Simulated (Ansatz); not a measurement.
# CH4ClGeO (SMILES [CH3][Ge]([OH])[Cl]): UBLYP/6-31G(d) (spherical functions)

What is the energy change on altering one bond length of CH4ClGeO at UBLYP/6-31G* (spherical functions)? 

The calculation is run with Ansatz 0.2.0.

122 further runs of the same task are left out: 122 set aside as unsound or not needed.

## 1. The system as given

CH4ClGeO has 8 atoms, charge 0, and is taken as a doublet. SMILES: `[CH3][Ge]([OH])[Cl]`. The shape is that of a PBE0-D4/def2-TZVP optimisation. This is one conformer, not always the lowest.

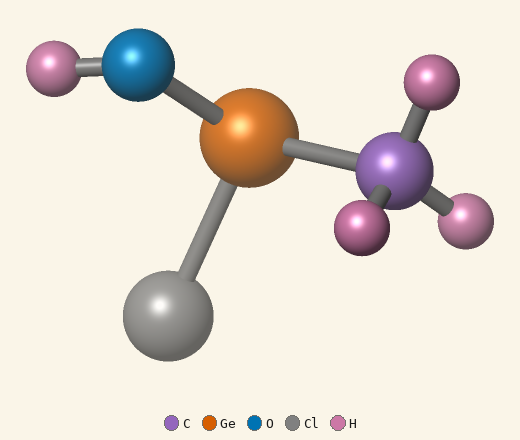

Viewed from a chosen angle; carbon purple, germanium orange, oxygen blue, chlorine grey, hydrogen pink.

## 2. The energy at UBLYP/6-31G(d) (spherical functions)

File run.yaml:

```yaml
crystal:
  periodic: [false, false, false]
  atoms:
    - {symbol: C, position_ang: [0.070000, 1.235100, -0.045900]}
    - {symbol: Ge, position_ang: [-0.661500, -0.553500, 0.272700]}
    - {symbol: O, position_ang: [0.714600, -1.504600, 0.880000]}
    - {symbol: Cl, position_ang: [-1.247100, -1.432100, -1.639400]}
    - {symbol: H, position_ang: [0.419500, 1.652400, 0.898100]}
    - {symbol: H, position_ang: [0.906900, 1.122600, -0.737600]}
    - {symbol: H, position_ang: [-0.694800, 1.876200, -0.480900]}
    - {symbol: H, position_ang: [0.584600, -2.453200, 0.797100]}
basis:
  gaussian:
    orbitals: 6-31G_st_-spherical.json
hamiltonian:
  xc: {name: BLYP}
output: {orbitals: {seedname: orbitals}}
total_charge: 0
accuracy: high
magnetization:
  spin_polarized: true
  initial_magnetization: 1
```

The basis set 6-31G* is read from a file made from the Basis Set Exchange's data (not shown).

Command:

```console
$ ansatz run run.yaml --threads 1 --pin off --max-ram 3480MiB --events-out events.jsonl --progress --plain --runs-dir runs
```

What it wrote:

```text
Warning: RAYON_NUM_THREADS=1 ignored (pool sized by the plan → 1); use --threads N
Functional definition: BLYP
  name "BLYP"
  parameter beta = 0.0042
  parameter a = 0.04918
  parameter b = 0.132
  parameter c = 0.2533
  parameter d = 0.349
  exchange = b88_x(beta = beta)
  correlation = lyp_c(a = a, b = b, c = c, d = d)
1884 factors; integrals over basis functions are off by at most 7.8e-9 eV
mean field evaluation 1: about -72170.6771 eV, gradient 5.5e1 eV
mean field evaluation 2: about -72093.1982 eV, gradient 1.3e2 eV
mean field evaluation 4: about -72182.5560 eV, gradient 1.0e1 eV
mean field evaluation 8: about -72183.0638 eV, gradient 2.9e-1 eV
mean field evaluation 16: about -72183.0642 eV, gradient 3.7e-5 eV
mean field -72183.06418531 eV, -2652.6786813719 hartree, gradient 4.9e-8 eV, S^2 0.751173; 0 other end points of the search recorded, 0 dependent functions left out
reference -72183.06423660 eV, -2652.6786832570 hartree; 34, 33 occupied and 52, 53 virtual orbitals, 1884 factors
Total energy: -72183.06423660 eV, -2652.6786832570 hartree
```

It took 11 s on 1 thread of Arm Neoverse V2, shared host; peak memory 0.28 GiB.

## 3. The distorted shape

File job.yaml:

```yaml
crystal:
  periodic: [false, false, false]
  atoms:
    - {symbol: C, position_ang: [-0.342823, 1.520425, -0.228087]}
    - {symbol: Ge, position_ang: [-1.074323, -0.268175, 0.090513]}
    - {symbol: O, position_ang: [0.714600, -1.504600, 0.880000]}
    - {symbol: Cl, position_ang: [-1.659923, -1.146775, -1.821587]}
    - {symbol: H, position_ang: [0.006677, 1.937725, 0.715913]}
    - {symbol: H, position_ang: [0.494077, 1.407925, -0.919787]}
    - {symbol: H, position_ang: [-1.107623, 2.161525, -0.663087]}
    - {symbol: H, position_ang: [0.584600, -2.453200, 0.797100]}
basis:
  gaussian: {orbitals: 6-31G_st_-spherical.json}
magnetization: {spin_polarized: true, initial_magnetization: 1}
hamiltonian: {xc: {name: BLYP}}
accuracy: high
output: {orbitals: {seedname: orbitals}}
```

The basis set 6-31G* is read from a file made from the Basis Set Exchange's data (not shown).

Command:

```console
$ ansatz run job.yaml --threads 1 --pin off --max-ram 3480MiB --events-out events.jsonl --progress --plain --runs-dir runs
```

What it wrote:

```text
Warning: RAYON_NUM_THREADS=1 ignored (pool sized by the plan → 1); use --threads N
[... 9 set-up lines as earlier in the session ...]
1856 factors; integrals over basis functions are off by at most 4.5e-9 eV
mean field evaluation 1: about -72167.1139 eV, gradient 5.9e1 eV
mean field evaluation 2: about -71985.7632 eV, gradient 1.5e2 eV
mean field evaluation 4: about -72181.2295 eV, gradient 1.1e1 eV
mean field evaluation 8: about -72182.0409 eV, gradient 5.3e-1 eV
mean field evaluation 16: about -72182.0341 eV, gradient 1.5e-3 eV
mean field evaluation 32: about -72180.9011 eV, gradient 3.5e0 eV
mean field -72182.03408813 eV, -2652.6408259988 hartree, gradient 6.1e-8 eV, S^2 0.754123; 1 other end points of the search recorded, 0 dependent functions left out
reference -72182.03414008 eV, -2652.6408279079 hartree; 34, 33 occupied and 52, 53 virtual orbitals, 1856 factors
Total energy: -72182.03414008 eV, -2652.6408279079 hartree
```

It took 13 s on 1 thread of Arm Neoverse V2, shared host; peak memory 0.28 GiB.

## 4. Summary of results

At UBLYP/6-31G* (spherical functions):

```
                                                          quantity           value
                                         first shape: total energy  -2652.67868 Eh
                   first shape: HOMO energy (highest over α and β)        -4.75 eV
                    first shape: LUMO energy (lowest over α and β)        -3.83 eV
                                                 first shape: ⟨S²⟩           0.751
                                     distorted shape: total energy  -2652.64083 Eh
               distorted shape: HOMO energy (highest over α and β)        -5.31 eV
                distorted shape: LUMO energy (lowest over α and β)        -4.47 eV
                                             distorted shape: ⟨S²⟩           0.754
energy change with the Ge2–O3 bond stretched from 1.780 to 2.313 Å        1.030 eV
```

**Reading.** With the Ge2–O3 bond stretched from 1.780 to 2.313 Å the energy rises by 1.03 eV (99 kJ/mol). The first shape isn't relaxed at this level, so the change isn't measured from a minimum.
